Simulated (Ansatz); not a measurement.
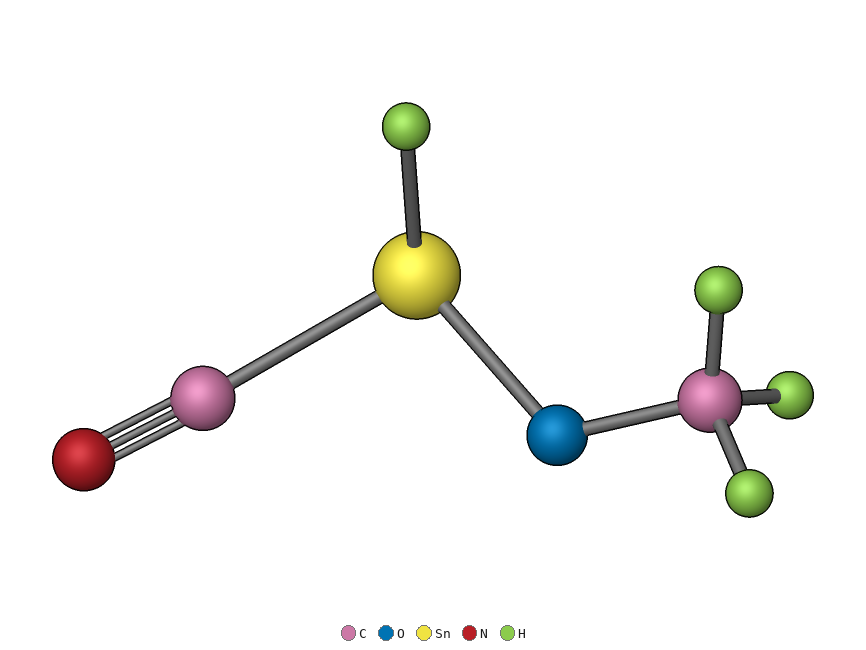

State: neutral, doublet. Harmonic vibrations computed with UKS PBE0-D4/def2-TZVP, core potentials on Sn (Ansatz 0.2.0) at a stationary point of the same level.

How many imaginary frequencies does it have?

Answer. A minimum: no imaginary frequency, and the lowest mode lies at 67 cm⁻¹.

List the wavenumbers.

Answer. 21 modes: 67, 77, 103, 198, 216, 280, 411, 500, 516, 557, 1108, 1170, 1188, 1471, 1485, 1495, 1804, 2302, 2996, 3060, 3096 cm⁻¹.
